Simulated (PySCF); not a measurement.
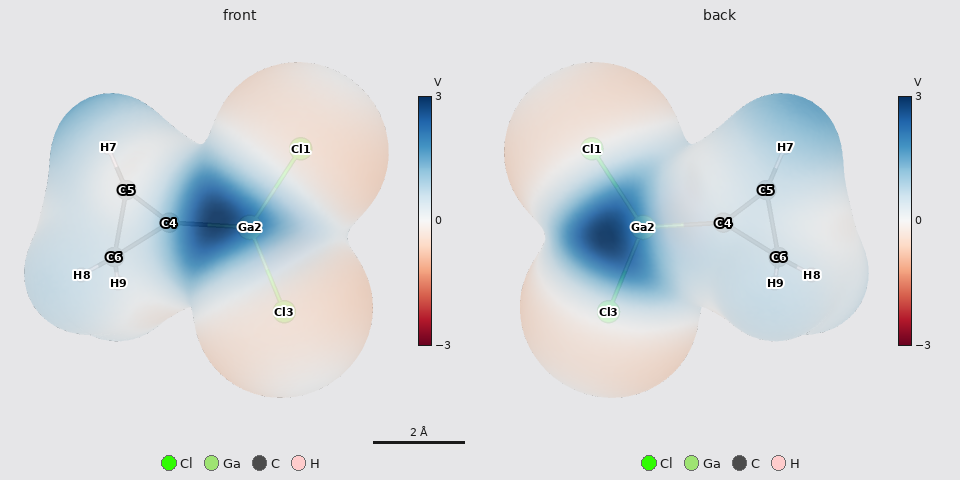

Figure. C$_{3}$H$_{3}$Cl$_{2}$Ga. The molecular electrostatic potential painted on the density surface at 0.002 e/bohr³, seen from the front and from behind; the colour scale runs from red (negative) to blue (positive).

Geometry: GFN2-xTB.

Theory: B3LYP/def2-SVPD, SCF density, gas phase in PySCF.

The calculation's input:

```
{"job": {"kind": "uv", "xc": "B3LYP", "basis": "def2-SVPD", "nstates": 8, "ntriplets": 3}, "charge": 0, "multiplicity": 1}
Cl     2.976694     1.226988     1.476551
Ga     1.898426     0.092018     0.090031
Cl     2.922362    -1.040665    -1.333659
C     -0.088329     0.086142     0.109708
C     -1.212569     0.498241     0.635755
C     -1.369461    -0.432094    -0.526284
H     -1.749735     1.068639     1.355458
H     -1.676408    -1.456238    -0.348471
H     -1.687418    -0.037037    -1.484269
```

Run with:

```sh
OMP_NUM_THREADS=1 python probes_run.py task.json out
```

**Describe the electrostatic potential map.**

The most negative region (about −0.5 V, or −12 kcal/mol for a unit charge) lies over Cl1 and Cl3, the most positive (about +2.9 V, or +67 kcal/mol for a unit charge) over Ga2.
